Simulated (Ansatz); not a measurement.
# FePb2O4: what the fields show

```
Fe Pb O
1.0
     3.90095    0.00000    0.00000
     0.00000    3.90095    0.00000
     0.00000    0.00000   12.78533
Fe Pb O
2 4 8
Direct
  0.00000 0.00000 0.00000
  0.50000 0.50000 0.50000
  0.00000 0.00000 0.35822
  0.50000 0.50000 0.85822
  0.50000 0.50000 0.14178
  0.00000 0.00000 0.64178
  0.00000 0.50000 0.00000
  0.50000 0.00000 0.50000
  0.50000 0.00000 0.00000
  0.00000 0.50000 0.50000
  0.50000 0.50000 0.35218
  0.00000 0.00000 0.85218
  0.00000 0.00000 0.14782
  0.50000 0.50000 0.64782
```

Space group I4/mmm; a generated structure, not necessarily the stable one; not relaxed (largest force 0.9 eV/Å); computed pressure about 5 GPa in this cell; Hubbard U of 5.3 eV on Fe d only; spin-polarised.

All numbers below come from DFT PBE+U, scalar-relativistic, plane waves, PAW in Ansatz 0.2.0.

In a PAW calculation such maps are meaningful between the atoms, not at the nuclei.

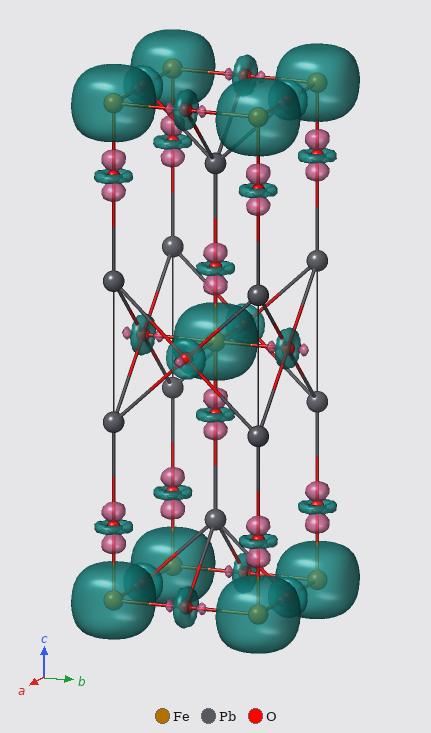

Figure 1. Isosurfaces of the spin density at +0.06 (teal) and −0.06 e/Å³ (pink), seen slightly off an axis. Sticks mark near contacts.

Q: Where is the spin, and how is it ordered?

A: The spin density sits on Fe: +3.5 μB (×2) in one cell of 14 atoms: parallel main moments, as they must be, since the calculation's own cell holds one magnetic site. The cell of the calculation (7 atoms) carries 4.0 μB of net spin moment.

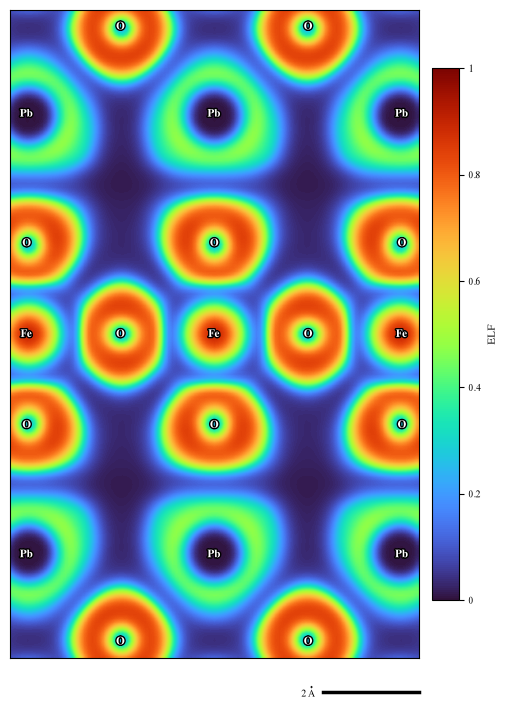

Figure 2. Electron localisation function on the (010) plane of the conventional cell.

Q: What do the fields say about this system?

A: The section cuts through Fe, Pb and O sites.
Fe–O (1.89 Å): the ELF peaks at about 0.80 in the valence shell of O, 0.6 Å from its nucleus, and is about 0.25 at the midpoint; no shared electron pair shows on this line.
Pb–O (2.66 Å): the ELF is about 0.15 at the midpoint (no localised pair shows between them).
Fe–O (1.95 Å): the ELF peaks at about 0.80 in the valence shell of O, 0.6 Å from its nucleus, and is about 0.20 at the midpoint (no localised pair shows between them).
The features right at Fe lie inside the PAW spheres, where the map follows smoothed inner orbitals and isn't to be read closely.

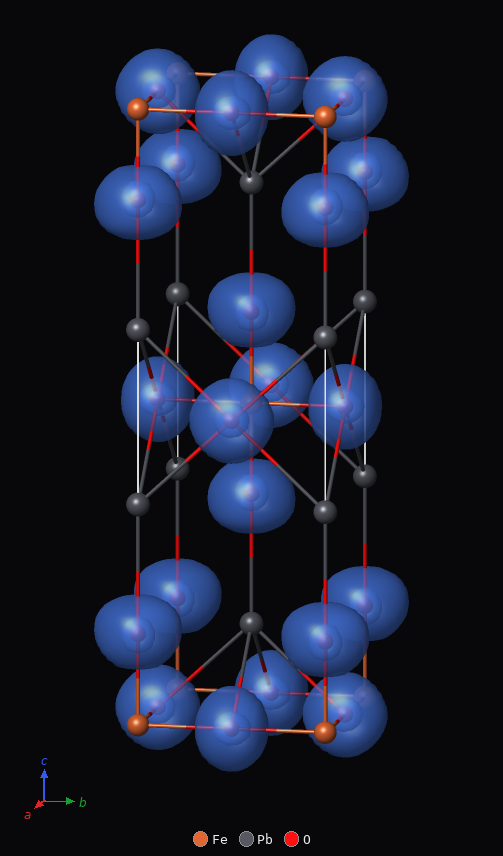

Figure 3. Isosurface of the ELF at 0.7 (blue), seen slightly off an axis. Only the valence region is drawn (cores and ρ < 0.01 e/Å³ removed). Sticks mark near contacts.

Q: Describe the localisation domains.

A: The ELF exceeds this value in eight regions wrapped around O (the valence shell of each), counted in one cell of 14 atoms. Regions shared between cells count once.

Q: Does the calculation give a band gap?

A: It is metallic or semimetallic at this level of theory: no gap opens; semilocal functionals without U, or without the true magnetic order, often close the gap of such compounds.

Q: Which way does charge flow, and how much by Bader's partition?

A: Electrons move from Fe and Pb towards O. Bader charges: Fe +1.88, Pb +1.35 and O −1.15 e.
